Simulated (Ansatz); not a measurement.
Consider CH5AlF2O.

Input

```
crystal:
  periodic: [false, false, false]
  atoms:
    - { symbol: Al, position_ang: [0.582531, -1.276112, 0.139748] }
    - { symbol: C, position_ang: [1.002321, 0.586596, -0.30575] }
    - { symbol: F, position_ang: [-0.163136, -2.274245, -0.96189] }
    - { symbol: F, position_ang: [1.096808, -1.983095, 1.552504] }
    - { symbol: H, position_ang: [-1.272747, 1.094455, 0.165603] }
    - { symbol: O, position_ang: [-1.936045, 0.561682, 0.632392] }
    - { symbol: H, position_ang: [0.834334, 1.253787, 0.558308] }
    - { symbol: H, position_ang: [2.065514, 0.694082, -0.581257] }
    - { symbol: H, position_ang: [0.41284, 0.942951, -1.16766] }
    - { symbol: H, position_ang: [-2.62242, 0.399798, -0.031998] }
basis:
  gaussian: { orbitals: def2-SVP }
hamiltonian:
  xc: b3lyp
relax:
  f_tol: 0.03
  max_steps: 50
output:
  orbitals: {}
```

Command:

```sh
ansatz run input.yaml --threads 2 --pin off --max-ram 3072MiB --backend cpu --events-out ev --progress --plain --runs-dir out
```

The fields are those of the run's last geometry, not of the input's.

The calculation used RKS B3LYP/def2-SVP (Ansatz).

### What can the converged electron density and electron localisation function tell about the bonding?

Al–F (1.67 Å): ρ at the midpoint is about 0.78 e/Å³; the ELF peaks at about 0.85 in the valence shell of F, 0.5 Å from its nucleus, and is about 0.25 at the midpoint.
C–Al (1.95 Å): the density is about 0.74 e/Å³ at the midpoint; the ELF peaks at about 0.95 between the atoms, as expected for a shared but strongly polarised pair.
C–H (1.10 Å): ρ at the midpoint is about 1.8 e/Å³; the ELF climbs to about 1 towards the hydrogen, as it does in any bond to H: an ordinary covalent bond to hydrogen.

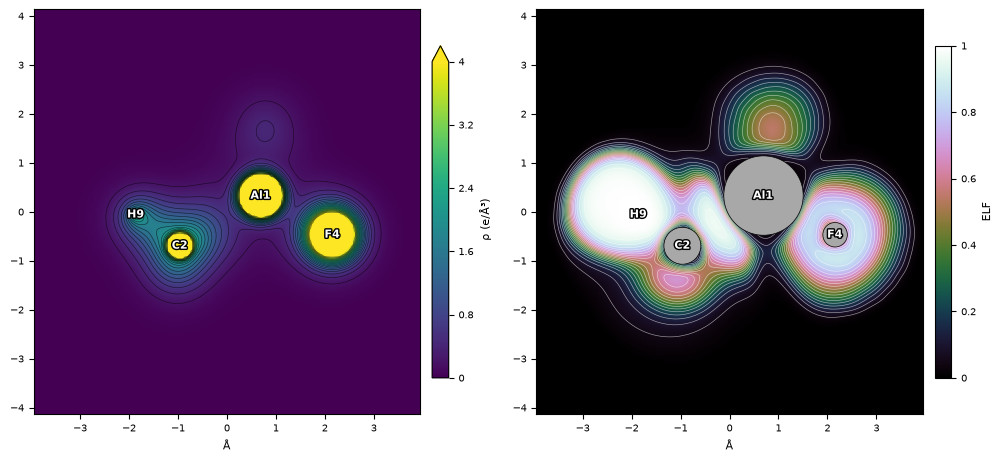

Computed electron density and electron localisation function on the plane of atoms Al1, C2 and H9, in this order. Grey discs cover the atomic cores in the ELF map. 
